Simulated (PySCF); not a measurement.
# Si3H8O4: electronic excitations

Wanted: the electronic excitations of Si3H8O4 (`O[SiH](O)O[SiH2]O[SiH3]`), by calculation.

Programs: PySCF 2.14.0, with density-fitted response routines of our own. Each step states its level of theory. These are calculated values for one molecule in the gas phase, unless marked as measured. Atoms count from 0, in the outputs and in this text.

## Step 1: Starting geometry

15 atoms, charge 0, multiplicity 1; geometry from: GFN2-xTB.

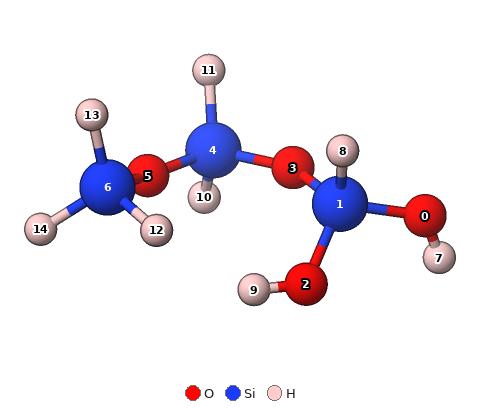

As it starts; oxygen red, silicon blue, hydrogen pink, atoms numbered.

## Step 2: Excited states and response: B3LYP/def2-SVPD

The job: settings as JSON, then the geometry in Å.

```
{"job": {"kind": "uv", "xc": "B3LYP", "basis": "def2-SVPD", "nstates": 8, "ntriplets": 3}, "charge": 0, "multiplicity": 1}
O     -3.265855     0.937860    -0.004521
Si    -1.667896     0.848050    -0.179061
O     -1.362498     0.235839    -1.651632
O     -1.027599    -0.111909     0.970782
Si     0.219901    -0.989730     1.480200
O      1.472262    -0.828947     0.457770
Si     2.464108    -0.051755    -0.551491
H     -3.833131     0.244076    -0.331921
H     -1.188067     2.197089     0.030144
H     -0.479033    -0.047760    -1.871122
H     -0.144402    -2.396704     1.395990
H      0.615272    -0.457973     2.774836
H      1.669710     0.585129    -1.611644
H      3.210062     0.953802     0.200916
H      3.312754    -1.109078    -1.095228
```

With the program's defaults for keys left out, this is: TDDFT B3LYP/def2-SVPD, vertical, gas phase, core orbitals frozen in the response.

The run is started by

```console
$ OMP_NUM_THREADS=1 python probes_run.py task.json out
```

One launch serves the whole session: the jobs run in the order shown.

The program printed:

```text
coarse grid: 14176 points
cycle   1  E = -1173.4868116779  dE =  1.035e+00  |g| = 1.409e+00  |ddm| = 9.310e+00
cycle   2  E = -1172.7819181329  dE =  7.049e-01  |g| = 2.358e+00  |ddm| = 4.591e+00
cycle   3  E = -1173.8442091330  dE = -1.062e+00  |g| = 1.206e-01  |ddm| = 2.855e+00
cycle   4  E = -1173.8457834597  dE = -1.574e-03  |g| = 9.751e-02  |ddm| = 5.664e-01
cycle   5  E = -1173.8475378513  dE = -1.754e-03  |g| = 1.550e-02  |ddm| = 1.264e-01
cycle   6  E = -1173.8475890031  dE = -5.115e-05  |g| = 2.925e-03  |ddm| = 6.720e-02
cycle   7  E = -1173.8475901763  dE = -1.173e-06  |g| = 1.839e-03  |ddm| = 6.588e-03
final grid: 123592 points
cycle   8  E = -1174.0245933322  dE = -2.905e-05  |g| = 5.492e-03  |ddm| = 1.054e-01
cycle   9  E = -1174.0245833702  dE =  9.962e-06  |g| = 9.277e-03  |ddm| = 1.715e-02
cycle  10  E = -1174.0245990511  dE = -1.568e-05  |g| = 4.507e-04  |ddm| = 1.012e-02
cycle  11  E = -1174.0245990990  dE = -4.790e-08  |g| = 1.769e-04  |ddm| = 2.070e-03
cycle  12  E = -1174.0245991032  dE = -4.269e-09  |g| = 9.163e-05  |ddm| = 3.924e-04
cycle  13  E = -1174.0245991049  dE = -1.640e-09  |g| = 1.123e-05  |ddm| = 1.667e-04
cycle  14  E = -1174.0245991049  dE = -2.319e-11  |g| = 6.115e-06  |ddm| = 5.381e-05
converged SCF energy = -1174.0245991049

Static polarisability (au): isotropic 85.565, principal 78.901 84.249 93.544

Singlet excitations
state   eV       nm        f      main configurations
  1   6.9256    179.0   0.00424   H->L 0.95
  2   7.3705    168.2   0.00337   H-1->L 0.90
  3   7.5803    163.6   0.00110   H->L+1 0.42, H-2->L 0.38, H-3->L 0.10
  4   7.6773    161.5   0.01413   H-2->L 0.52, H->L+1 0.39
  5   7.7834    159.3   0.00722   H-3->L 0.78, H->L+1 0.08
  6   7.9915    155.1   0.00381   H->L+3 0.59, H-1->L+1 0.15
  7   8.0105    154.8   0.02247   H->L+2 0.48, H-1->L+1 0.22, H-4->L 0.11
  8   8.0473    154.1   0.00385   H->L+2 0.36, H->L+3 0.20, H-1->L+1 0.16

Triplet excitations (Tamm-Dancoff, eV): 6.7228 7.0627 7.3218
```

Run time: 63 s. Hardware: 1 thread of Arm Neoverse V1, shared host; peak memory 0.91 GiB.

Frontier orbitals and where they lie:

```csv
orbital,eV,atoms
HOMO−3,-9.27,"O2 36 %, O3 15 %, O5 11 %"
HOMO−2,-9.07,"O2 24 %, H8 15 %, Si1 15 %"
HOMO−1,-8.95,"O5 28 %, O0 16 %, O3 16 %"
HOMO,-8.42,"O5 20 %, Si4 18 %, O3 16 %"
LUMO,-0.55,"Si6 30 %, Si4 10 %, H12 9 %"
LUMO+1,0.03,"Si6 17 %, Si1 13 %, O0 12 %"
LUMO+2,0.33,"Si6 29 %, O0 14 %, H7 10 %"
```

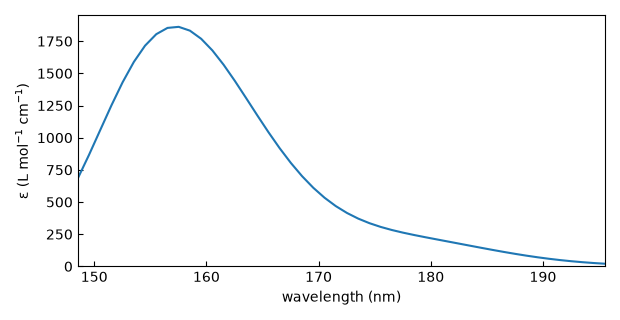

Absorption spectrum: each of the 8 states is a Gaussian band of 0.4 eV half-width at 1/e. Beyond the last state computed it falls off for lack of states.

Ground-state properties from the same run:

```csv
property,computed
dipole moment (D),1.80
polarisability (Å³),12.68
HOMO–LUMO gap (eV),7.87
−ε(HOMO) (eV),8.42
```

## Step 3: Summary of results

| quantity | value |
| --- | --- |
| lowest singlet (B3LYP/def2-SVPD) | 6.93 eV (179 nm), f = 0.004 |
| brightest single state of those computed | state 7, 8.01 eV, f = 0.022 |
| lowest triplet | 6.72 eV |

In words: The first singlet state (HOMO→LUMO 0.95) lies at 6.93 eV and is weak; of the 8 states computed, the strongest absorption comes from states 6 to 7 together at 8.01 eV. The lowest triplet lies 0.20 eV below the lowest singlet (triplets in Tamm-Dancoff, singlets in full TDDFT).
